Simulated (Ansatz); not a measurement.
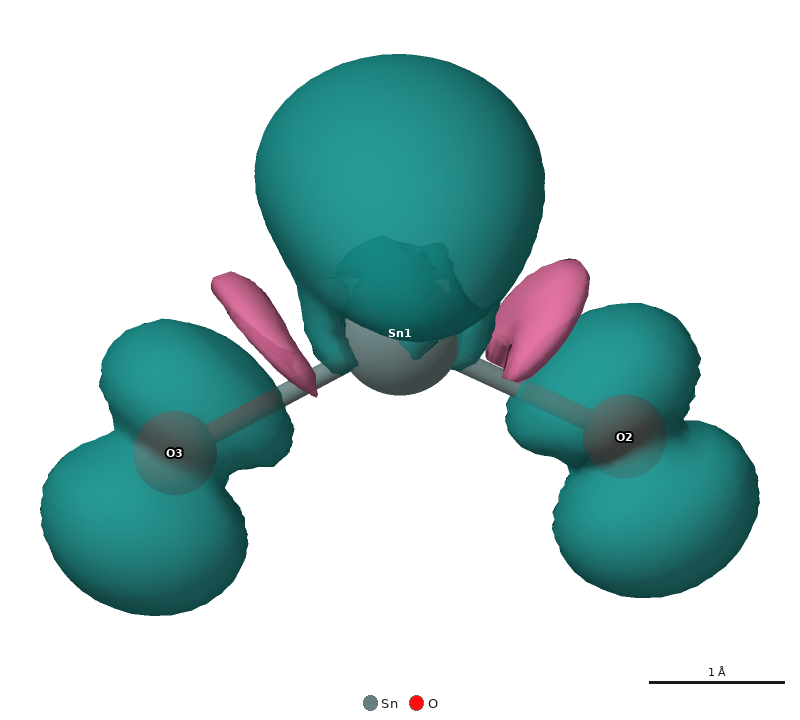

*O2Sn (charge −1, doublet). Isosurfaces of the spin density (α minus β) at +0.015 (teal) and −0.015 e/Å³ (pink), seen at a tilt.*

Geometry: r2SCAN-D4/def2-TZVPD; core potentials replace the inner electrons of Sn.

Computed with UKS PBE0-D4/def2-TZVPD in Ansatz 0.2.0.

```xyz
3

Sn   -0.3943    0.4131   -0.0086
O     1.4215    0.9641    0.1112
O    -1.0273   -1.3773   -0.1026
```

Question: Where is the unpaired spin?

Answer: The unpaired spin (1 electron) lies mostly on O2 (about 0.3), O3 (about 0.3) and Sn1 (about 0.3), in electrons by Hirshfeld's partition.
